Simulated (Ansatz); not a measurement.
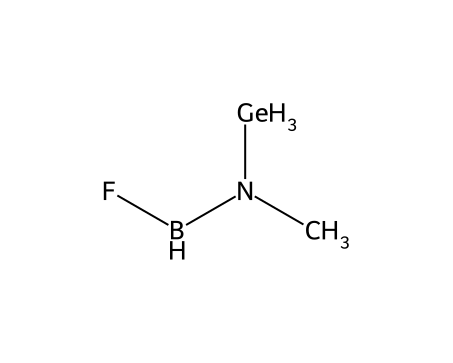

2D structure.

Transcribe the drawing into SMILES.

C[N]([GeH3])BF

Give the formula, hydrogens included.

CH7BFGeN.

An optimisation with PBE0-D4/def2-TZVP gave a structure of which point group?

Cs. Other conformers may differ.

The parts below concern this one geometry. Atoms keep their numbers from picture to picture. Computed geometry: PBE0-D4/def2-TZVP optimisation. No frequency run is at hand to confirm it as a minimum.

## Shape

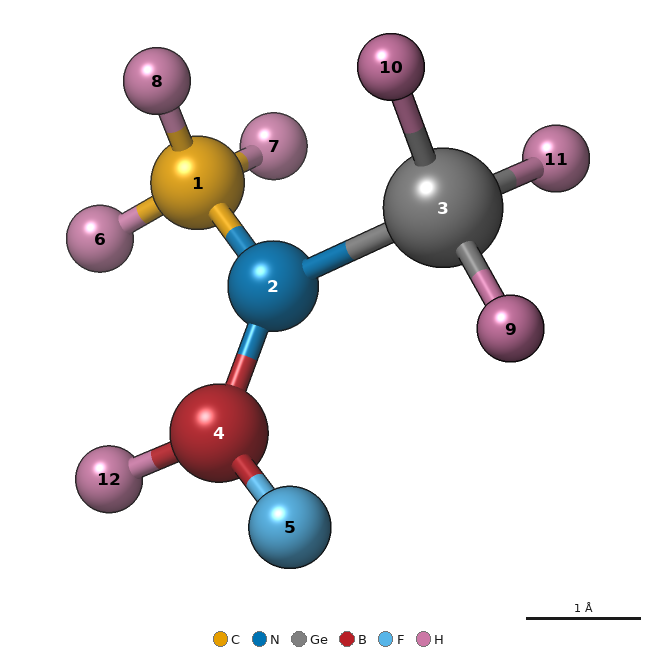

Atoms carry their numbers in the input. No frequency run is at hand to confirm it as a minimum.

Give the bond lengths.

```
   bond  length (Å)
  C1–N2       1.452
  C1–H6       1.091
  C1–H7       1.095
  C1–H8       1.095
 N2–Ge3       1.862
  N2–B4       1.393
 Ge3–H9       1.527
Ge3–H10       1.539
Ge3–H11       1.539
  B4–F5       1.341
 B4–H12       1.199
```

## Levels of theory compared

No frequency run is at hand to confirm it as a minimum. Program: Ansatz 0.2.0.

Tabulate HOMO energy (eV) at these levels: B3LYP-D4/def2-TZVPP; PBE-D4/def2-TZVPP; PBE0-D4/def2-TZVPP; r2SCAN-D4/def2-TZVPP; ωB97M-V/def2-TZVPP; ωB97X-V/def2-TZVPP.

```csv
level,HOMO energy (eV)
B3LYP-D4/def2-TZVPP,−7.46
PBE-D4/def2-TZVPP,−6.38
PBE0-D4/def2-TZVPP,−7.68
r2SCAN-D4/def2-TZVPP,−6.62
ωB97M-V/def2-TZVPP,−9.97
ωB97X-V/def2-TZVPP,−10.05
```

## Dipole moment

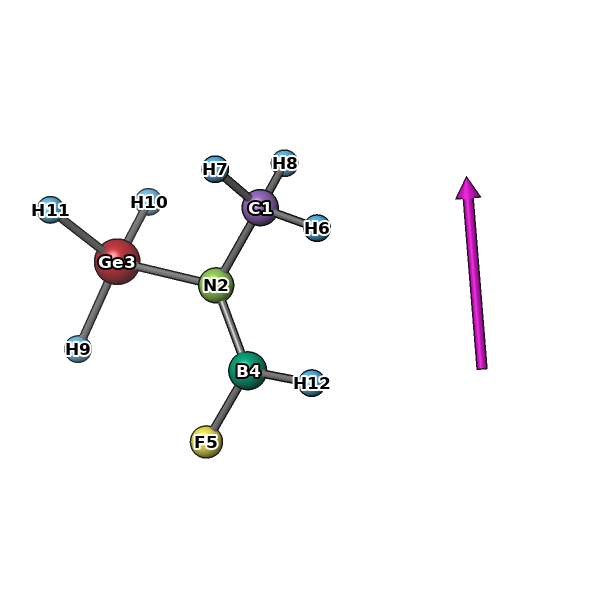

The arrow beside the molecule shows the direction of the dipole moment, from the negative to the positive end (its length means nothing). No frequency run is at hand to confirm it as a minimum. Level of theory: RKS ωB97M-V/def2-TZVPP (Ansatz 0.2.0).

Estimate the dipole moment.

2.11 D; it points from the side of F5 to the side of H7, H8 (the outermost atoms at the two ends).

## Charges

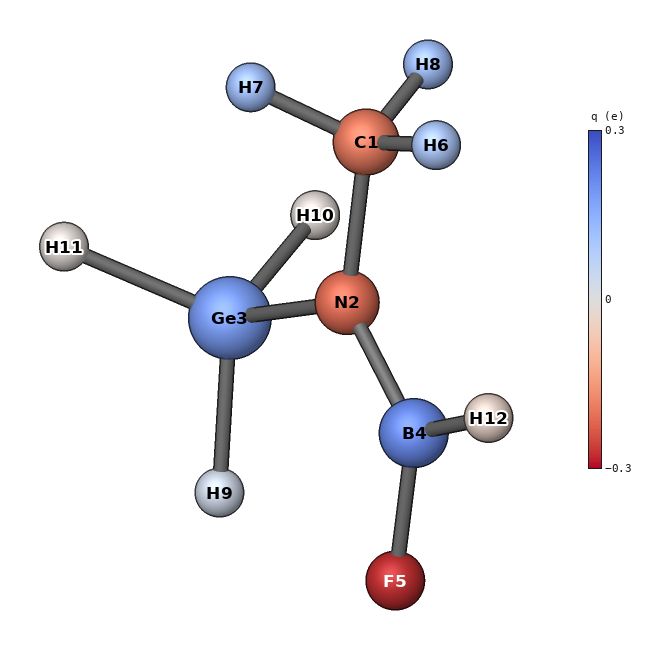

Atoms are coloured by their Mulliken charges. No frequency run is at hand to confirm it as a minimum. Method: RKS B3LYP-D4/def2-TZVPP (Ansatz 0.2.0).

Which atom carries the highest charge (most positive or least negative)?

B4 (0.21 e).

And the lowest?

F5 (−0.27 e).

Give the Mulliken charges atom by atom.

| atom | value (e) |
| --- | --- |
| C1 | −0.19 |
| N2 | −0.21 |
| Ge3 | 0.18 |
| B4 | 0.21 |
| F5 | −0.27 |
| H6 | 0.09 |
| H7 | 0.11 |
| H8 | 0.11 |
| H9 | 0.03 |
| H10 | −0.01 |
| H11 | −0.01 |
| H12 | −0.03 |

Mulliken values depend strongly on the basis set and can even reverse the polarity of a bond.
